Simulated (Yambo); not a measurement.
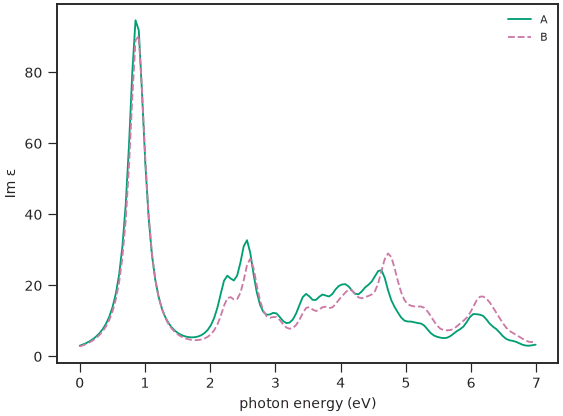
Figure. Two computed absorption spectra of GaAs (zinc blende, space group F-43m, No. 216) under isotropic strain of +1 % on all lattice vectors (Yambo, PBE bands with the same scissor, field along x)

Task: Which curve includes the electron-hole attraction (BSE)?

Result: Curve A: the attraction moves weight to lower energy (centre of the plotted range 2.8 eV against 3.0 eV). Settings: 8×8×8 mesh, 3 valence and 4 conduction bands, static screening with 39 bands and a 4 Ry block, scissor 0.61 eV, Tamm-Dancoff. The scissor comes from a G0W0 run whose convergence isn't established. Broadening 0.15 eV. The band window holds all transitions up to 8.1 eV. On this mesh the peak heights and the fine structure are mesh artefacts; only the shift of weight is robust.

Spin-orbit coupling is not included.

Geometry strained from the cell relaxed with PBEsol, atoms relaxed again; primitive cell a = 4.043 Å, b = 4.043 Å, c = 4.043 Å, α = 60.00°, β = 60.00°, γ = 60.00°.

The potentials are those of PseudoDojo's stringent table.
